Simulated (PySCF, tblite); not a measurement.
# C₄H₆BF₅: infrared bands, NMR shifts, spin-spin couplings and electronic excitations in gas and solvents, part 3 of 3

tblite 0.8.0 and PySCF 2.14.0. Atoms count from 0. Earlier steps stand in the parts before.

## 10. Nuclear shieldings: PBE0/pcSseg-1 in methanol

The job: settings as JSON, then the geometry in Å.

```
{"job": {"kind": "nmr", "xc": "PBE0", "basis": "pcSseg-1", "solvent": "methanol", "pop": false}, "charge": 0, "multiplicity": 1}
F      3.451293    -0.173637    -0.857270
B      2.365475     0.189231    -0.197031
F      2.171860     1.490662    -0.063974
C      1.389674    -0.862622     0.423354
C      0.038318    -0.331689     0.890435
C     -0.831293     0.146372    -0.263786
C     -2.201180     0.594673     0.170003
F     -2.140384     1.597450     1.053588
F     -2.924512     1.020761    -0.869973
F     -2.884060    -0.400630     0.750429
H      1.271379    -1.703208    -0.282477
H      1.939917    -1.300379     1.278021
H     -0.504513    -1.114108     1.443650
H      0.182195     0.503488     1.594156
H     -0.364216     0.996112    -0.785333
H     -0.979867    -0.654917    -1.004782
```

Method: GIAO PBE0/pcSseg-1 NMR shielding, non-relativistic, IEF-PCM methanol.

Log:

```text
coarse grid: 14584 points
cycle   1  E = -679.2598779566  dE =  1.345e+00  |g| = 1.031e+00  |ddm| = 3.439e+00
cycle   2  E = -679.1256846686  dE =  1.342e-01  |g| = 1.438e+00  |ddm| = 1.155e+00
cycle   3  E = -679.4346633297  dE = -3.090e-01  |g| = 6.409e-02  |ddm| = 6.742e-01
cycle   4  E = -679.4352585114  dE = -5.952e-04  |g| = 3.708e-02  |ddm| = 6.643e-02
cycle   5  E = -679.4355527739  dE = -2.943e-04  |g| = 4.062e-03  |ddm| = 2.761e-02
cycle   6  E = -679.4355557027  dE = -2.929e-06  |g| = 1.213e-03  |ddm| = 3.451e-03
final grid: 146296 points
cycle   7  E = -679.5213672193  dE = -8.085e-05  |g| = 8.858e-03  |ddm| = 2.664e-02
cycle   8  E = -679.5213595084  dE =  7.711e-06  |g| = 1.117e-02  |ddm| = 1.306e-02
cycle   9  E = -679.5213836059  dE = -2.410e-05  |g| = 7.472e-04  |ddm| = 6.906e-03
cycle  10  E = -679.5213836824  dE = -7.642e-08  |g| = 2.749e-04  |ddm| = 5.929e-04
cycle  11  E = -679.5213836949  dE = -1.258e-08  |g| = 5.927e-05  |ddm| = 1.788e-04
cycle  12  E = -679.5213836957  dE = -7.301e-10  |g| = 1.140e-05  |ddm| = 4.728e-05
converged SCF energy = -679.5213836957

GIAO shielding tensors (ppm)
atom      isotropic    diamagn.    paramagn.     s11        s22        s33       span
  0 F      245.332     465.442    -220.110     70.072    303.850    362.073    292.001
  1 B       70.313     193.491    -123.178     39.415     79.039     92.485     53.070
  2 F      250.387     471.455    -221.067     64.543    304.030    382.589    318.046
  3 C      172.234     252.744     -80.510    159.590    168.308    188.804     29.214
  4 C      167.202     249.397     -82.195    158.602    169.303    173.702     15.101
  5 C      147.268     252.505    -105.237    125.720    143.597    172.487     46.767
  6 C       51.835     246.570    -194.735     46.724     48.674     60.108     13.384
  7 F      268.932     474.500    -205.568    178.002    280.485    348.309    170.306
  8 F      257.908     471.540    -213.632    170.866    258.211    344.646    173.780
  9 F      267.368     473.510    -206.142    176.422    277.114    348.570    172.148
 10 H       30.138      30.672      -0.534     25.260     29.203     35.950     10.689
 11 H       29.776      28.027       1.749     24.583     27.877     36.868     12.285
 12 H       29.672      31.322      -1.650     23.397     30.386     35.232     11.835
 13 H       29.648      31.955      -2.307     24.949     29.918     34.077      9.128
 14 H       29.224      32.259      -3.035     24.399     30.603     32.671      8.272
 15 H       29.426      31.725      -2.299     24.870     30.040     33.369      8.498
```

Run time: 54 s. Hardware: 1 thread of Arm Neoverse N1, shared host; peak memory 1.2 GiB.

This run: δ C6 133.6, C5 38.2, C4 18.3, C3 13.2, H14 1.91, H12 1.58 ppm (means over like atoms).

## 11. Excited states and response: wB97X-D/def2-SVPD in cyclohexane

Same as in step 10 but for these lines:

```diff
@@ -1,2 +1,2 @@
-{"job": {"kind": "nmr", "xc": "PBE0", "basis": "pcSseg-1", "solvent": "methanol", "pop": false}, "charge": 0, "multiplicity": 1}
+{"job": {"kind": "uv", "xc": "wB97X-D", "basis": "def2-SVPD", "solvent": "cyclohexane", "nstates": 6, "ntriplets": 0}, "charge": 0, "multiplicity": 1}
 F      3.451293    -0.173637    -0.857270
```

Method: TDDFT wB97X-D/def2-SVPD, vertical, IEF-PCM cyclohexane (non-equilibrium linear response), core orbitals frozen in the response.

Log:

```text
coarse grid: 14584 points
cycle   1  E = -679.3030378591  dE =  1.523e+00  |g| = 1.051e+00  |ddm| = 5.127e+00
cycle   2  E = -679.3012478581  dE =  1.790e-03  |g| = 1.156e+00  |ddm| = 2.069e+00
cycle   3  E = -679.5063718480  dE = -2.051e-01  |g| = 6.123e-02  |ddm| = 9.725e-01
cycle   4  E = -679.5070677693  dE = -6.959e-04  |g| = 2.467e-02  |ddm| = 1.078e-01
cycle   5  E = -679.5072047006  dE = -1.369e-04  |g| = 5.390e-03  |ddm| = 4.279e-02
cycle   6  E = -679.5072117462  dE = -7.046e-06  |g| = 1.222e-03  |ddm| = 1.054e-02
final grid: 146296 points
cycle   7  E = -679.5925554926  dE = -1.885e-04  |g| = 9.381e-03  |ddm| = 2.083e-01
cycle   8  E = -679.5925594307  dE = -3.938e-06  |g| = 9.584e-03  |ddm| = 3.210e-02
cycle   9  E = -679.5925726502  dE = -1.322e-05  |g| = 7.029e-04  |ddm| = 6.713e-03
cycle  10  E = -679.5925727678  dE = -1.177e-07  |g| = 4.030e-04  |ddm| = 2.881e-03
cycle  11  E = -679.5925728030  dE = -3.520e-08  |g| = 5.059e-05  |ddm| = 8.877e-04
cycle  12  E = -679.5925728039  dE = -8.213e-10  |g| = 1.950e-05  |ddm| = 1.682e-04
converged SCF energy = -679.5925728039

Static polarisability (au): isotropic 69.109, principal 63.725 67.055 76.547

Singlet excitations
state   eV       nm        f      main configurations
  1   8.3813    147.9   0.01962   H->L+1 0.77, H->L 0.10
  2   9.1483    135.5   0.02700   H->L 0.74, H->L+1 0.08
  3   9.4385    131.4   0.02683   H-1->L+1 0.61, H-1->L 0.17, H-2->L+1 0.10
  4   9.7297    127.4   0.03846   H-2->L+1 0.56, H-2->L 0.11, H-1->L+1 0.09
  5   9.8563    125.8   0.01525   H-1->L 0.50, H-1->L+1 0.21
  6  10.0870    122.9   0.10530   H->L+2 0.38, H->L+3 0.27
```

It took 2.2 min on 1 thread of Arm Neoverse N1, shared host; peak memory 1.3 GiB.

In short: HOMO -11.45 eV, LUMO 1.83 eV; lowest singlet 8.38 eV.

## 12. Run by run: NMR shifts

Shifts (ppm) of some atoms, chosen among heavy atoms and hydrogens apart, means over like atoms, with basis size and wall time:

| run | C6 | C4 | H14 | H10 | F0 | F7 | B1 | functions | time |
| --- | --- | --- | --- | --- | --- | --- | --- | --- | --- |
| PBE0/pcSseg-1 | 131.5 | 17.4 | 1.69 | 1.06 | -63.0 | -84.4 | 30.0 | 200 | 65 s |
| KT2/pcSseg-1 | 131.4 | 19.3 | 1.68 | 1.10 | -88.9 | -108.1 | 26.7 | 200 | 65 s |
| PBE0/pcSseg-1 in cyclohexane | 132.4 | 17.7 | 1.78 | 1.15 | -64.8 | -84.4 | 30.5 | 200 | 58 s |
| PBE0/pcSseg-1 in methanol | 133.6 | 18.3 | 1.91 | 1.28 | -67.4 | -84.2 | 31.0 | 200 | 54 s |

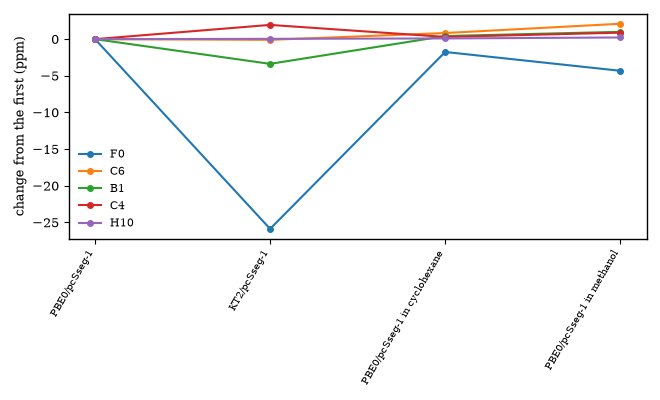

How five of the tabulated atoms move from run to run.

The continuum's effect on the ground state:

```csv
solvent,ε,polarisation energy (Eh),μ (D)
cyclohexane,2.02,-0.0030,2.29
methanol,32.61,-0.0079,2.54
```

## 13. Comparing the runs: electronic excitations

Excitations and ground-state properties, with basis size and wall time:

```csv
run,lowest singlet (eV),brightest (eV),f,gap (eV),α (Å³),μ (D),functions,time
wB97X-D/def2-SVPD,8.41,10.16,0.079,13.34,9.38,2.20,263,14 min
wB97X-D/def2-SVPD in cyclohexane,8.38,10.09,0.105,13.28,10.24,2.41,263,2.2 min
```

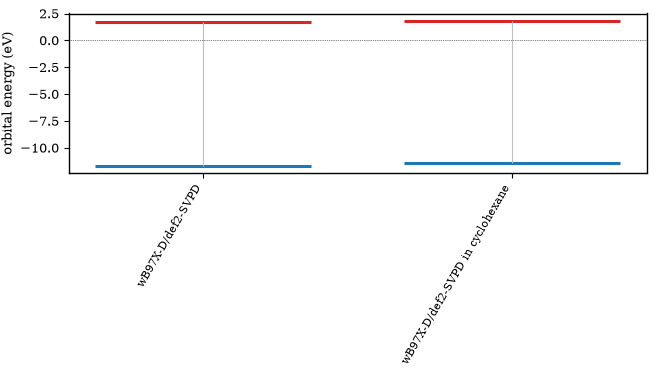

HOMO (blue) and LUMO (red) run by run.

## 14. Results

What follows sums up all 3 parts.

| quantity | value |
| --- | --- |
| strongest single infrared mode (GFN2-xTB) | 1281 cm⁻¹, 302 km/mol |
| zero-point energy (GFN2-xTB) | 66.2 kcal/mol |
| point group | C1 |
| rotational constants (main isotopes) | 2.82, 0.53, 0.51 GHz |
| ¹³C shifts against TMS (PBE0/pcSseg-1) | 131.5, 37.8, 17.4, 12.7 ppm |
| ¹H shifts against TMS (PBE0/pcSseg-1, means over atoms taken as alike) | 1.69, 1.59, 1.06 ppm |
| ¹⁹F shifts against CFCl3 (PBE0/pcSseg-1, means over atoms taken as alike) | -63.0, -84.4 ppm |
| ¹¹B shifts against BF3·OEt2 (PBE0/pcSseg-1) | 30.0 ppm |
| surface potential, least and greatest | -0.61 V and 1.97 V |
| largest coupling of the table (B3LYP/pcJ-1) | ¹J(C,F) C6–F7, -341.1 Hz |
| lowest singlet (wB97X-D/def2-SVPD) | 8.41 eV (147 nm), f = 0.014 |
| brightest single state of those computed | state 6, 10.16 eV, f = 0.079 |
| lowest triplet | 7.64 eV |
| vertical ionisation energy (ΔSCF) | 12.05 eV |
| range of the shift of F0 (PBE0/pcSseg-1 runs) | -67.4 to -63.0 ppm |
| range of the lowest singlet | 8.38 to 8.41 eV |

In words: The optimisation took 59 steps and gained 1.115 eV; among the close pairs (by a distance rule), F0–B1 changed most, from 1.475 to 1.316 Å (GFN2-xTB). All 42 modes are real, so the xTB geometry is a minimum. The strongest single mode, at 1281 cm⁻¹, is spread over many atoms; the largest shares are those of B1, H13. GFN2-xTB is a fitted tight-binding method: band positions and strengths are rough. Its intensities can rank the bands wrongly. In the run at B3LYP/pcJ-1, the largest coupling of the table is C6–F7 (mean over like pairs), -341.1 Hz, of which the Fermi-contact term gives -317.0 Hz. Couplings across rotatable bonds belong to this one conformer; where others are populated, the observed values are averages, and the simulated multiplets take (2 J gauche + J anti)/3 across rotating chain bonds. Density functionals describe couplings to fluorine poorly, F–F couplings above all, so those rows are rough. At one level, PBE0/pcSseg-1: In ppm, F0 (with its like atoms) moves most: its shift spreads over 4.3 ppm, from -67.4 (PBE0/pcSseg-1 in methanol) to -63.0 (PBE0/pcSseg-1). The continuum holds electrostatics alone: no hydrogen bonds to the solvent, and the gas-phase geometry is kept. The lowest singlet runs from 8.38 eV (wB97X-D/def2-SVPD in cyclohexane) to 8.41 eV (wB97X-D/def2-SVPD), while the orbital gap spans 13.28 to 13.34 eV. The lowest state need not be the same one in every run. The runs solved for a few states only, so the brightest column depends on that window.
